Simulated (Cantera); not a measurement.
Charge: 1 mol Si2H6, a varied amount of HCl, 30 mol H2, at 950 K and 0.133 bar.

Cantera equilibrium calculation (NASA polynomials, part measured and part estimated; ideal gas, pure solids and liquids). Candidate condensed phases: Si; 19 gas species. The feed counts by its element totals alone. The tables' values for SiCl3 are old estimates; treat these amounts as uncertain. The numbers say what is thermodynamically allowed, not how fast it happens.

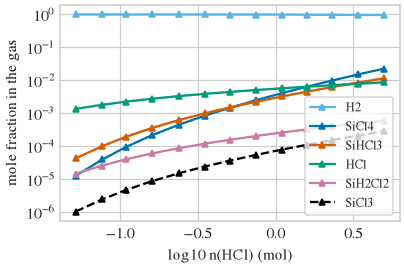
Equilibrium gas composition (values under 1e-9 drawn at 1e-9)

Problem. Read off the mole fractions at 0.51 mol HCl.

Solution. H2 about 0.99, HCl about 0.0044, SiHCl3 about 0.0015, SiCl4 about 0.0015, SiH2Cl2 about 0.00016, SiCl3 about 3.6e-5.
